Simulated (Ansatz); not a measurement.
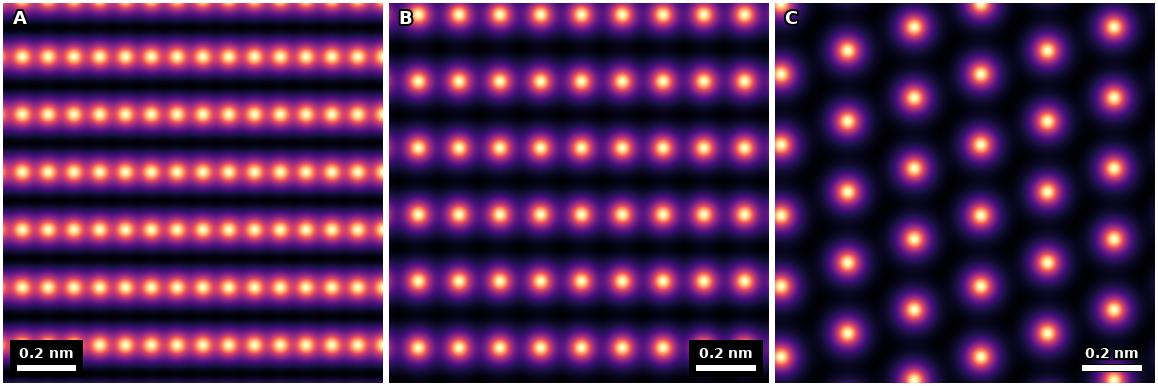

Three views of Pd (Fm-3m, No. 225) along different zone axes. Computed as the sum of neutral-atom potentials (tabulated electron scattering factors, B = 0.8 Å²) projected along the beam and smoothed by 0.25 Å; brighter is more positive. The display is stretched by a gamma of 0.6; percentages refer to the linear signal. Structure: the geometry given to an electronic-structure calculation, possibly off equilibrium.

```xyz
4
Lattice="3.9469 0.0000 0.0000 0.0000 3.9469 0.0000 0.0000 0.0000 3.9469" Properties=species:S:1:pos:R:3 pbc="T T T"
Pd    0.0000    0.0000    0.0000
Pd    0.0000    1.9735    1.9735
Pd    1.9735    0.0000    1.9735
Pd    1.9735    1.9735    0.0000
```

Question: Match the panels to the zone axes [110], [210] and [211].

Answer: A is [210]: projected cell 0.88 × 1.97 Å, 90°, plane group p2mm. B is [211]: projected cell 1.40 × 2.28 Å, 90°, plane group p2mm. C is [110]: projected cell 2.42 × 2.42 Å, 109°, plane group c2mm.
